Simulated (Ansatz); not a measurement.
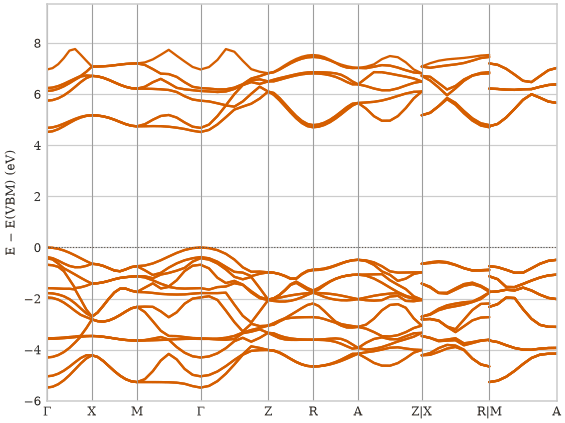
Figure. Band structure from the program Ansatz at the r²SCAN with spin–orbit coupling level (PAW)

Question: Read off the gap and where the band edges lie.

Answer: About 4.5 eV (4.52 eV by a search for the band edges); maximum at Γ, minimum at Γ.

The material is HfO$_{2}$ (rutile, space group No. 136).

Space group P4_2/mnm (rutile). The workflow started from a Materials Project entry (that database holds measured and hypothetical structures alike); the Crystallography Open Database copy checked does not list it. It is not the phase usual at ambient conditions (space group No. 14, 29). The cell was relaxed with r²SCAN under the symmetry of its start; whether a distortion lowers the energy is not shown. The run is not spin-polarised.

Potentials: the later of the program's two PAW sets.
